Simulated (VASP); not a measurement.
Band structure of MgTe (space group P6_3mc). Method: PBEsol GGA, VASP's PBE PAW potentials (set 64) (plane waves; VASP 6.6.1).

Unless said otherwise, spin-orbit coupling is left out, though it shifts the bands of the heavy elements here.

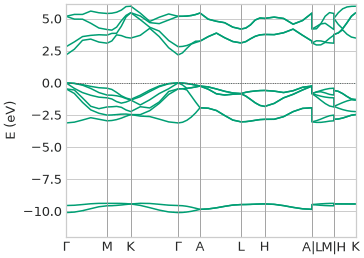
Bands along high-symmetry lines, zero at the valence-band maximum or, without a gap, the Fermi level

Read the plot: is there a gap, and where are the band edges?

The gap is direct, 2.17 eV, from the valence maximum at Γ to the conduction minimum at Γ.

The structure is a typed MgTe crystal. The cell was not relaxed at this level.
